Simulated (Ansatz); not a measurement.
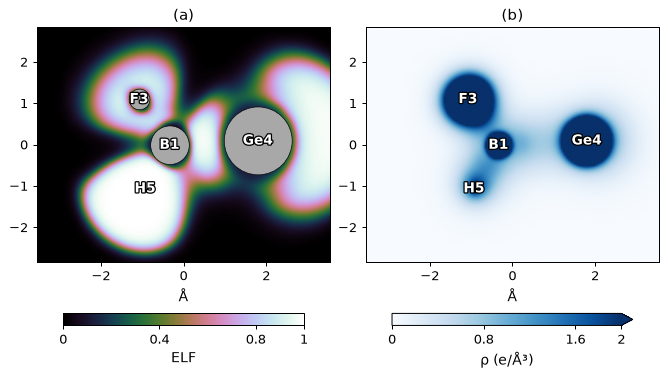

Figure 1: BClFGeH. (a) ELF; (b) electron density on the plane of atoms F3, B1 and H5. Grey discs cover the atomic cores in the ELF map.

Geometry: PBE0-D3(BJ)/pcseg-1.

Theory: isolated molecule in a Gaussian basis; Kohn-Sham density functional theory, functional PBE0 (Ansatz).

```csv
atom,x (Å),y (Å),z (Å)
B,0.3913,0.9316,0.1269
Cl,1.4499,-1.4955,-1.1159
F,-0.6011,1.5060,-0.5444
Ge,0.2578,-1.1152,0.7377
H,1.3882,1.5896,0.3063
```

### Read the bonding off the picture.

The section cuts through B, F, Ge and H sites. B–F (1.33 Å): ρ at the midpoint is about 2.2 e/Å³; the ELF peaks at about 0.85 between the atoms, as expected for a shared but strongly polarised pair. Ge–B (2.14 Å): ρ is about 0.73 e/Å³ halfway; the ELF peaks at about 1 in the valence shell of B, 0.8 Å from its nucleus, and is about 0.90 at the midpoint. B–H (1.21 Å): ρ is about 1.3 e/Å³ halfway; the ELF climbs to about 1 towards the hydrogen, as it does in any bond to H: a covalent bond by its length. The ELF also peaks beside F3, away from the bonds: lone-pair regions.
